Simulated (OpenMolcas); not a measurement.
**Multiconfigurational calculation for Br⁵⁺**

Br⁵⁺. Computed at this level: state-averaged RASSCF, active space 2 electrons in the shells 4s 4p 4d; RAS3 4d with at most 2 electrons, basis ANO-R2, X2C scalar Hamiltonian, spin-orbit coupling by RASSI with atomic mean-field integrals (OpenMolcas).

## The program's output (extracts)
```
--- SEWARD ---
Basis set label: BR.ANO-R...6S5P4D2F1G.

      Electronic valence basis set:
      ------------------
      Associated Effective Charge  35.000000 au
      Associated Actual Charge     35.000000 au
      Nuclear Model: Finite nucleus - Gaussian distribution
        Gaussian exponent, Xi/bohr**(-2):  2.43055E+08

      Shell  nPrim  nBasis  Cartesian Spherical Contaminant
         s      21       6        X
         p      15       5        X
         d       9       4                 X
         f       7       2                 X
         g       5       1                 X
                  Relativistic X2C integrals
                  Atomic mean-field integrals
--- RASSCF ---
Wave function specifications:
      -----------------------------

      Number of closed shell electrons          28
      Number of electrons in active shells       2
      Max number of holes in RAS1 space          0
      Max nr of electrons in RAS3 space          2
      Number of inactive orbitals               14
      Number of active orbitals                  9
      Number of secondary orbitals              41
      Spin quantum number                      0.0
      State symmetry                             1
Orbital specifications:
      -----------------------

      Symmetry species                           1   2
                                                ag  au
      Frozen orbitals                            0   0
      Inactive orbitals                          8   6
      Active orbitals                            6   3
      RAS1 orbitals                              0   0
      RAS2 orbitals                              1   3
      RAS3 orbitals                              5   0
      Secondary orbitals                        21  20
      Deleted orbitals                           0   0
      Number of basis functions                 35  29
      Number of CSFs                            27
      Number of root(s) required                 1
      Iter CI   SX   CI       RASSCF       Energy    max ROT     max BLB   max BLB  Level Ln srch  Step   QN
          iter iter root      energy       change     param      element    value   shift minimum  type update
 Nr of preliminary CI iterations:   1
      Total energies have been shifted. Add                -2000.00 au
        1   1    9    1  -598.27165533    0.00E+00   1.87E-01*   4   7 2 -2.66E-02*  0.00   0.00    SX    NO
        2   1    9    1  -598.27498910   -3.33E-03*  5.42E-02    8  18 1 -2.05E-02*  0.00   0.00    SX    NO
        3   1    8    1  -598.27524691   -2.58E-04*  2.02E-02    8  18 1  9.44E-03*  0.00   0.00    SX    NO
        4   1    8    1  -598.27528728   -4.04E-05*  7.54E-03    8  18 1 -5.07E-03*  0.00   0.00    SX    NO
        5   1    8    1  -598.27529697   -9.70E-06*  2.21E-03    8  18 1  2.71E-03*  0.00   0.67    QN   YES
        6   1    6    1  -598.27530061   -3.63E-06*  1.92E-03    8  18 1  8.74E-05   0.00   1.05    QN   YES
        7   1    5    1  -598.27530067   -6.30E-08  -1.09E-03    9  16 1 -2.22E-05   0.00   1.46    QN   YES
      Convergence after  7 iterations
        8   1    5    1  -598.27530068   -9.24E-09  -1.09E-03    8  18 1 -5.68E-06   0.00   1.46    QN   YES
      Natural orbitals and occupation numbers for root  1
      sym 1:   1.944787   0.000236   0.000236   0.000236   0.000236   0.000236
      sym 2:   0.018012   0.018012   0.018012
::    RASSCF root number  1 Total energy:  -2598.27530068
--- RASSCF ---
Wave function specifications:
      -----------------------------

      Number of closed shell electrons          28
      Number of electrons in active shells       2
      Max number of holes in RAS1 space          0
      Max nr of electrons in RAS3 space          2
      Number of inactive orbitals               14
      Number of active orbitals                  9
      Number of secondary orbitals              41
      Spin quantum number                      0.0
      State symmetry                             2
Orbital specifications:
      -----------------------

      Symmetry species                           1   2
                                                ag  au
      Frozen orbitals                            0   0
      Inactive orbitals                          8   6
      Active orbitals                            6   3
      RAS1 orbitals                              0   0
      RAS2 orbitals                              1   3
      RAS3 orbitals                              5   0
      Secondary orbitals                        21  20
      Deleted orbitals                           0   0
      Number of basis functions                 35  29
      Number of CSFs                            18
      Number of root(s) required                 3
      Iter CI   SX   CI       RASSCF       Energy    max ROT     max BLB   max BLB  Level Ln srch  Step   QN
          iter iter root      energy       change     param      element    value   shift minimum  type update
 Nr of preliminary CI iterations:   1
      Total energies have been shifted. Add                -2000.00 au
        1   1    2    0  -597.57905860    0.00E+00   4.34E-07    9  16 1  1.02E-07   0.00   0.00    SX    NO
        2   1    2    0  -597.57905860   -7.28E-12   2.93E-07    5  20 1 -6.94E-08   0.00   0.00    SX    NO
        3   1    2    0  -597.57905860    4.09E-12  -1.37E-07    5  20 1  7.91E-08   0.00   0.00    SX    NO
        4   1    2    0  -597.57905860    1.36E-12   8.81E-08    5  20 1 -6.36E-08   0.00   0.00    SX    NO
      Convergence after  4 iterations
        5   1    2    0  -597.57905860   -1.82E-12   8.81E-08    5  20 1  5.00E-08   0.00   0.00    SX    NO
      Natural orbitals and occupation numbers for root  1
      sym 1:   0.984611   0.000000   0.000000   0.007694  -0.000000   0.007694
      sym 2:   0.007694   0.007694   0.984611
      Natural orbitals and occupation numbers for root  2
      sym 1:   0.984611   0.000000  -0.000000   0.007694   0.007694   0.000000
      sym 2:   0.007694   0.984611   0.007694
      Natural orbitals and occupation numbers for root  3
      sym 1:   0.984611  -0.000000  -0.000000  -0.000000   0.007694   0.007694
      sym 2:   0.984611   0.007694   0.007694
::    RASSCF root number  1 Total energy:  -2597.57905860
::    RASSCF root number  2 Total energy:  -2597.57905860
::    RASSCF root number  3 Total energy:  -2597.57905860
--- RASSCF ---
Wave function specifications:
      -----------------------------

      Number of closed shell electrons          28
      Number of electrons in active shells       2
      Max number of holes in RAS1 space          0
      Max nr of electrons in RAS3 space          2
      Number of inactive orbitals               14
      Number of active orbitals                  9
      Number of secondary orbitals              41
      Spin quantum number                      1.0
      State symmetry                             2
Orbital specifications:
      -----------------------

      Symmetry species                           1   2
                                                ag  au
      Frozen orbitals                            0   0
      Inactive orbitals                          8   6
      Active orbitals                            6   3
      RAS1 orbitals                              0   0
      RAS2 orbitals                              1   3
      RAS3 orbitals                              5   0
      Secondary orbitals                        21  20
      Deleted orbitals                           0   0
      Number of basis functions                 35  29
      Number of CSFs                            18
      Number of root(s) required                15
      Iter CI   SX   CI       RASSCF       Energy    max ROT     max BLB   max BLB  Level Ln srch  Step   QN
          iter iter root      energy       change     param      element    value   shift minimum  type update
 Nr of preliminary CI iterations:   1
        1   1    0    0 -2596.55918171    0.00E+00   0.00E+00   11  23 1 -4.98E-02*  0.00   0.00    SX    NO
      Natural orbitals and occupation numbers for root  1
      sym 1:   0.997955  -0.000000   0.000000   0.001022   0.001022  -0.000000
      sym 2:   0.997955   0.001022   0.001022
      Natural orbitals and occupation numbers for root  2
      sym 1:   0.997955   0.001022  -0.000000  -0.000000   0.001022  -0.000000
      sym 2:   0.001022   0.997955   0.001022
      Natural orbitals and occupation numbers for root  3
      sym 1:   0.997955   0.001022   0.000000  -0.000000   0.001022   0.000000
      sym 2:   0.001022   0.001022   0.997955
::    RASSCF root number  1 Total energy:  -2597.79609231
::    RASSCF root number  2 Total energy:  -2597.79609231
::    RASSCF root number  3 Total energy:  -2597.79609231
::    RASSCF root number  4 Total energy:  -2596.29856943
::    RASSCF root number  5 Total energy:  -2596.29856943
::    RASSCF root number  6 Total energy:  -2596.29856943
::    RASSCF root number  7 Total energy:  -2596.29856943
::    RASSCF root number  8 Total energy:  -2596.29856943
::    RASSCF root number  9 Total energy:  -2596.29856943
::    RASSCF root number 10 Total energy:  -2596.29856943
::    RASSCF root number 11 Total energy:  -2596.18883807
::    RASSCF root number 12 Total energy:  -2596.18883807
::    RASSCF root number 13 Total energy:  -2596.18883807
::    RASSCF root number 14 Total energy:  -2596.17147421
::    RASSCF root number 15 Total energy:  -2596.17147421
--- RASSI ---
SPIN-FREE ENERGIES:
  (Shifted by EMIN (a.u.) =      -2598.2753006801)

 SF State       Relative EMIN(au)   Rel lowest level(eV)    D:o, cm**(-1)      L_eff

     1             0.0000000000        0.0000000000              0.0000         0.0
     5             0.4792083718       13.0399240976         105174.0807         1.0
     6             0.4792083718       13.0399240976         105174.0807         1.0
     7             0.4792083718       13.0399240976         105174.0807         1.0
     2             0.6962420773       18.9457120871         152807.4733         1.0
     3             0.6962420773       18.9457120871         152807.4733         1.0
     4             0.6962420773       18.9457120871         152807.4733         1.0
     Dipole printing threshold changed to   1.00000000E+00

++ Dipole transition strengths (spin-free states):
   -----------------------------------------------
     for osc. strength at least  1.00000000E+00

  ( Max oscillator strength is only   0.62381434480977904      )
--
Eigenvalues of complex Hamiltonian:
   -----------------------------------
  (Shifted by EMIN (a.u.) =      -2598.2753006801)

 SO State       Relative EMIN(au)   Rel lowest level(eV)    D:o, cm**(-1)     J-value

     1             0.0000000000        0.0000000000              0.0000         0.0
     2             0.4614608692       12.5569899491         101278.9542         0.0
     3             0.4696448645       12.7796878061         103075.1335         0.6
     4             0.4696448645       12.7796878061         103075.1335         1.0
     5             0.4696448645       12.7796878061         103075.1335         0.6
     6             0.4880821231       13.2813911718         107121.6440         1.8
     7             0.4880821231       13.2813911718         107121.6440         2.0
     8             0.4880821231       13.2813911718         107121.6440         1.8
     9             0.4880821231       13.2813911718         107121.6440         1.0
    10             0.4880821231       13.2813911718         107121.6440         1.0
    11             0.6969318333       18.9644813043         152958.8572         0.7
    12             0.6969318333       18.9644813043         152958.8572         0.8
    13             0.6969318333       18.9644813043         152958.8572         0.8
Weights of the five most important spin-orbit-free states for each spin-orbit state.

 SO State  Total energy (au)           Spin-free states, spin, and weights
 -------------------------------------------------------------------------------------------------------
    1         0.000000       1 0.0  1.0000    7 1.0  0.0000    6 1.0  0.0000    5 1.0  0.0000    4 0.0  0.0000
    2         0.461461       6 1.0  0.3333    5 1.0  0.3333    7 1.0  0.3333    3 0.0  0.0000    4 0.0  0.0000
    3         0.469645       7 1.0  0.4973    6 1.0  0.4947    5 1.0  0.0049    4 0.0  0.0029    3 0.0  0.0001
    4         0.469645       5 1.0  0.4974    6 1.0  0.4912    7 1.0  0.0083    2 0.0  0.0027    3 0.0  0.0004
    5         0.469645       5 1.0  0.4946    7 1.0  0.4914    6 1.0  0.0110    3 0.0  0.0025    2 0.0  0.0003
    6         0.488082       7 1.0  0.4964    6 1.0  0.2947    5 1.0  0.2089    4 0.0  0.0000    2 0.0  0.0000
    7         0.488082       7 1.0  0.6588    6 1.0  0.1746    5 1.0  0.1667    4 0.0  0.0000    3 0.0  0.0000
    8         0.488082       7 1.0  0.4951    5 1.0  0.2922    6 1.0  0.2127    3 0.0  0.0000    2 0.0  0.0000
    9         0.488082       5 1.0  0.4995    6 1.0  0.4923    7 1.0  0.0082    4 0.0  0.0000    3 0.0  0.0000
   10         0.488082       5 1.0  0.4995    6 1.0  0.4924    7 1.0  0.0082    2 0.0  0.0000    3 0.0  0.0000
   11         0.696932       4 0.0  0.6969    3 0.0  0.2723    2 0.0  0.0278    7 1.0  0.0014    6 1.0  0.0014
   12         0.696932       2 0.0  0.3911    3 0.0  0.3688    4 0.0  0.2370    5 1.0  0.0013    7 1.0  0.0009
```

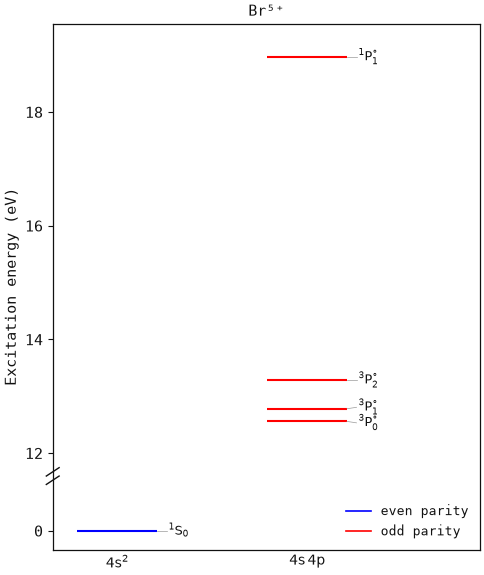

Fig. 1: Level diagram of Br⁵⁺ (bromine, Z = 35). The lowest level is 4s² ¹S₀. The first excited level, 4s 4p ³P°₀, lies at 12.6 eV. It is also the lowest level of opposite parity. The leading LS term holds 100 % of a level on average.

| Configuration | Level | E (eV) | Landé g |
| --- | --- | --- | --- |
| 4s² | ¹S₀ | 0 | – |
| 4s 4p | ³P°₀ | 12.56 | – |
| 4s 4p | ³P°₁ | 12.78 | 1.500 |
| 4s 4p | ³P°₂ | 13.28 | 1.501 |
| 4s 4p | ¹P°₁ | 18.96 | 1.002 |

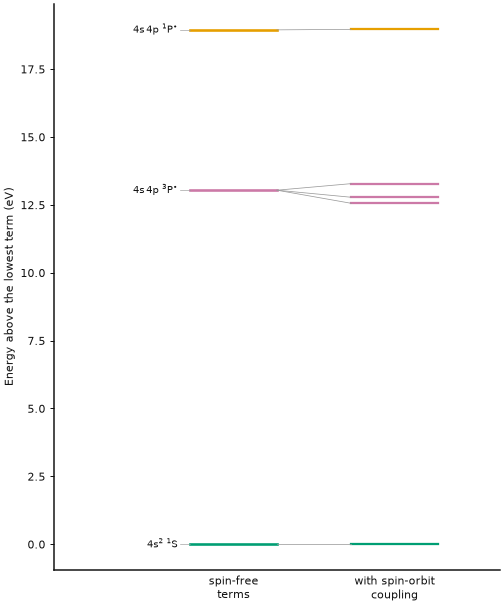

Fig. 2: Terms of Br⁵⁺ (bromine, Z = 35) without and with spin-orbit coupling; the J values are left off. 4s² ¹S (at 0) gives the one level J = 0; 4s 4p ³P° (at 13.0 eV) splits over 0.724 eV into J = 0, 1, 2 from the bottom up (normal); 4s 4p ¹P° (at 18.9 eV) gives the one level J = 1. The ground level lies 0 below the lowest term.

## The input
```
&GATEWAY
Coord
1

Br 0.0 0.0 0.0
Basis=ANO-R2
Group=XYZ
NoMove
AngMom=0.0 0.0 0.0
AMFI
&SEWARD
&RASSCF
FileOrb=start.orb
Symmetry=1
Spin=3
nActEl=2 0 0
Inactive=8 6
Ras2=1 3
CIRoot=3 3 1
SDav=3
CIMx=300
Iter=120 100
PrWF=0.3
OrbListing=Nothing
MaxOrb=0
Atom
>>> COPY $Project.JobIph JOBPRE
&RASSCF
FileOrb=start.orb
Symmetry=1
Spin=1
nActEl=2 0 2
Inactive=8 6
Ras2=1 3
Ras3=5 0
CIRoot=1 1 1
SDav=27
CIMx=300
Iter=120 100
PrWF=0.3
OrbListing=Nothing
MaxOrb=0
Thrs=2.0e-7 1.0e-1 5.0e-4
Atom
>>> COPY $Project.JobIph JOB001
&RASSCF
FileOrb=start.orb
Symmetry=2
Spin=1
nActEl=2 0 2
Inactive=8 6
Ras2=1 3
Ras3=5 0
CIRoot=3 3 1
SDav=18
CIMx=300
Iter=120 100
PrWF=0.3
OrbListing=Nothing
MaxOrb=0
Thrs=2.0e-7 1.0e-1 5.0e-4
Atom
>>> COPY $Project.JobIph JOB002
&RASSCF
FileOrb=start.orb
Symmetry=2
Spin=3
nActEl=2 0 2
Inactive=8 6
Ras2=1 3
Ras3=5 0
CIRoot=15 15 1
SDav=18
CIMx=300
Iter=120 100
PrWF=0.3
OrbListing=Nothing
MaxOrb=0
Thrs=2.0e-7 1.0e-1 5.0e-4
Atom
CIOnly
>>> COPY $Project.JobIph JOB003
&RASSI
NrOfJobIphs=3 1 3 3
1
1 2 3
1 2 3
IphNames
JOB001
JOB002
JOB003
EJob
SpinOrbit
DIPRint=1.0
SOCoupling=1000.0
Subsets=2
MEES
Property=10
'ANGMOM' 1 'ANGMOM' 2 'ANGMOM' 3 'MLTPL  1' 1 'MLTPL  1' 2 'MLTPL  1' 3
'AMFI' 1 'AMFI' 2 'AMFI' 3 'MLTPL  2' 6
SOProperty=3
'ANGMOM' 1 'ANGMOM' 2 'ANGMOM' 3
```

The file start.orb holds starting orbitals from an earlier step. A driver script formed the levels outside the program, from RASSI's spin-orbit matrix and the active-space energies, averaged over the components of each term or state.

Run as:
```bash
OMP_NUM_THREADS=1 MOLCAS_MEM=2252 MOLCAS_PROJECT=a pymolcas a.inp > a.log  # once for each step of the input, in one work folder
```

## Results in brief

```
                                 quantity                                                                  value
                                  outcome                                                              converged
                             lowest level                                                                4s² ¹S₀
                      first excited level                           4s 4p ³P°₀, 101,279 cm⁻¹ (measured: 104,316)
      energy of the lowest spin-free term                                                    −2598.27530 hartree
    energy of the lowest spin-orbit level                                                    −2598.27530 hartree
largest spread among components of a term                                                               0.0 cm⁻¹
                                 hardware  1 thread of Arm Neoverse V1, 112 GiB of memory available, shared host
                                wall time                                                                   17 s
```

## Notes

Without dynamic correlation the gaps between configurations can be off by an electronvolt or more. Caveats: extra active shells serve correlation only, their own levels not computed; only configurations of the active space are included.
